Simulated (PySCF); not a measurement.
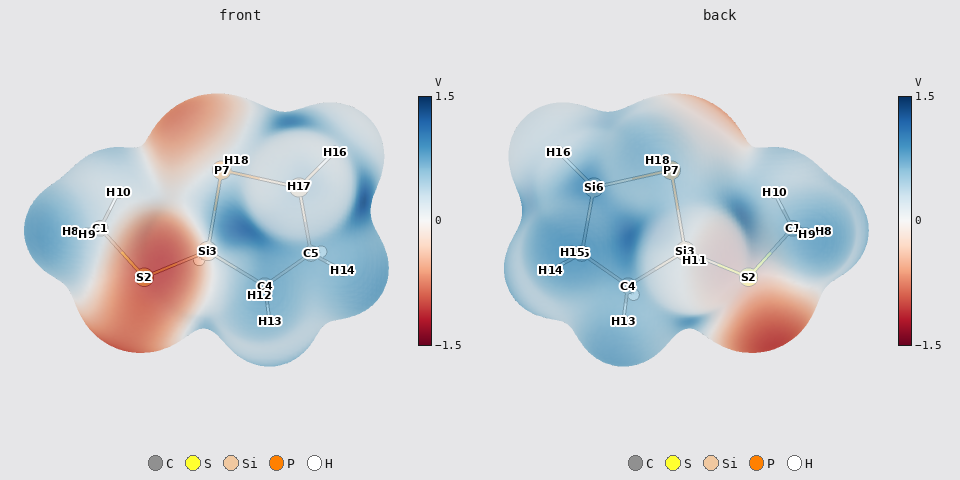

C₃H₁₁PSSi₂. The electrostatic potential painted on the density surface at 0.002 e/bohr³, seen from the front and from behind; red is negative and blue positive.

Geometry: GFN2-xTB.

Theory: CAM-B3LYP/def2-SVPD, SCF density, gas phase (PySCF).

| atom | x (Å) | y (Å) | z (Å) |
| --- | --- | --- | --- |
| C | 3.4139 | 0.0532 | -0.3929 |
| S | 2.2073 | -1.2844 | -0.6315 |
| Si | 0.4923 | -0.3963 | 0.3066 |
| C | -1.0496 | -1.3829 | -0.2327 |
| C | -2.2772 | -0.4774 | -0.2372 |
| Si | -1.8981 | 1.1788 | -1.1201 |
| P | 0.1755 | 1.7038 | -0.4326 |
| H | 4.2413 | -0.1406 | -1.0667 |
| H | 3.7599 | 0.0473 | 0.6357 |
| H | 2.9467 | 1.0044 | -0.6341 |
| H | 0.6876 | -0.4289 | 1.7639 |
| H | -0.8820 | -1.7797 | -1.2358 |
| H | -1.2102 | -2.2410 | 0.4200 |
| H | -3.1212 | -0.9861 | -0.7048 |
| H | -2.5706 | -0.2698 | 0.7949 |
| H | -2.8466 | 2.2260 | -0.7393 |
| H | -1.8536 | 1.0088 | -2.5743 |
| H | -0.2242 | 2.1710 | 0.8044 |

Which sites attract a positive test charge, and which a negative one?

Answer. A positive charge is drawn to the negative regions and a negative charge to the positive ones. The most negative region (about −1.0 V, or −23 kcal/mol for a unit charge) lies over S2, the most positive (about +1.2 V, or +28 kcal/mol for a unit charge) over Si3 and Si6.

What dipole moment does the calculation give?

Answer. Its dipole moment is 1.45 D.
